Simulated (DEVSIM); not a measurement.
Device: Schottky contact on n-type Si, at 400 K.

```csv
layer (left to right),material,thickness (μm),Nd (cm⁻³),τn (s),τp (s)
1,Si,13.0,1.7e15,4.9e-5,4.9e-5
2,Si,5.60,2e18,4.9e-5,4.9e-5
```

Left contact: Schottky, work function 4.74 eV, emission velocity 2.6e6 cm/s. Right contact: ohmic. Voltage is applied to the left contact. Recombination: SRH at mid-gap, radiative, Auger. Mobility is μmin + (μ − μmin)/(1 + (N/Nref)^α).

Constants are typed, rounded textbook-type inputs, not results; the design itself was drawn at random and stands for no fabricated device. Values at 300 K; Nc and Nv go as T^1.5, mobilities as T to minus their exponent, the gap by Varshni's rule with the affinity fixed.

| parameter | Si |
|---|---|
| gap (eV) | 1.124 |
| affinity (eV) | 4.05 |
| permittivity | 11.7 |
| Nc (cm⁻³) | 2.86e19 |
| Nv (cm⁻³) | 3.1e19 |
| μn (cm²/Vs) | 1417 |
| μp (cm²/Vs) | 470 |
| μn,min | 52 |
| μp,min | 45 |
| Nref,n | 9.7e16 |
| Nref,p | 2.2e17 |
| αn | 0.68 |
| αp | 0.72 |
| T exponent of μn | 2.3 |
| T exponent of μp | 2.2 |
| B (cm³/s) | 4.7e-15 |
| Cn (cm⁶/s) | 2.8e-31 |
| Cp (cm⁶/s) | 9.9e-32 |
| Varshni α (eV/K) | 0.000473 |
| Varshni β (K) | 636 |

Model (solved in DEVSIM): 1D drift-diffusion, Boltzmann statistics, complete ionisation; no tunnelling, impact ionisation, image-force lowering or self-heating. Metal contacts follow the ideal Schottky-Mott rule: no Fermi-level pinning, no interface dipoles.

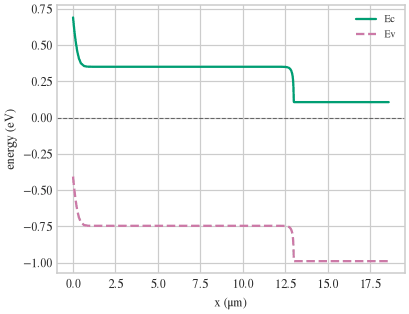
Figure. Band edges at zero bias

Energies count from the Fermi level of the right contact; mesh points crowd at the junctions.

```tsv
x (μm)	Ec (eV)	Ev (eV)	n (cm⁻³)	p (cm⁻³)	field (V/cm)
0.000	0.690	-0.406	8.9e10	3.6e14	-13000
0.03485	0.647	-0.449	3.1e11	1.0e14	-12000
0.1261	0.551	-0.546	5.1e12	6.4e12	-9400
0.3434	0.408	-0.688	3.2e14	1.0e11	-4000
1.171	0.350	-0.746	1.7e15	1.9e10	≈ 0
3.021	0.350	-0.746	1.7e15	1.9e10	≈ 0
7.249	0.350	-0.746	1.7e15	1.9e10	≈ 0
11.32	0.350	-0.746	1.7e15	1.9e10	≈ 0
12.33	0.350	-0.746	1.7e15	1.9e10	-20
12.74	0.341	-0.755	2.2e15	1.5e10	-810
12.91	0.304	-0.792	6.4e15	5.0e9	-5100
12.99	0.197	-0.900	1.5e17	2.2e8	-38000
13.02	0.107	-0.990	2.0e18	1.6e7	-750
13.08	0.107	-0.990	2.0e18	1.6e7	≈ 0
13.31	0.107	-0.990	2.0e18	1.6e7	≈ 0
13.83	0.107	-0.990	2.0e18	1.6e7	≈ 0
15.05	0.107	-0.990	2.0e18	1.6e7	≈ 0
17.02	0.107	-0.990	2.0e18	1.6e7	≈ 0
18.15	0.107	-0.990	2.0e18	1.6e7	≈ 0
18.43	0.107	-0.990	2.0e18	1.6e7	≈ 0
18.54	0.107	-0.990	2.0e18	1.6e7	≈ 0
18.60	0.107	-0.990	2.0e18	1.6e7	≈ 0
```
